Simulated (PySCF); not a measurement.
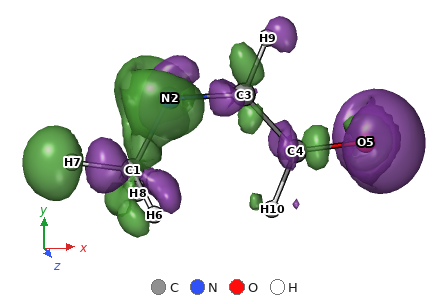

Figure 1: C3H5NO, charge −1, doublet, SMILES `C/N=C\[CH][O-]`. Change of the electron density in a uniform field of 0.15 V/Å, surfaces at ±0.002 e/Å³ (purple: gain, green: loss).

Method: PBE/def2-SVP; geometry: GFN2-xTB; program: PySCF. No frequency check shows the geometry to be a minimum. For an anion such functionals hold the outermost electrons too loosely, so the response is rough. The stability of the open-shell solution wasn't checked. The basis has no diffuse functions, which an anion needs. GFN2-xTB doesn't know the spin state, so this open-shell geometry is rough.

The field was applied in both directions; the picture shows the one opposite to the script's first.

Question: Along which Cartesian direction does the field point?

Answer: Along −x: electrons gather on the +x side, against the field.

Question: How large is the response?

Answer: The induced dipole is 0.57 D (along the field); α along this axis, from the fields in both directions, is 75 bohr³ (11.2 Å³).

The PySCF run took 96 s on 1 thread of Intel(R) Xeon(R) Processor @ 2.50GHz (Skylake/Cascade Lake) (shared host), peak memory 0.41 GiB.
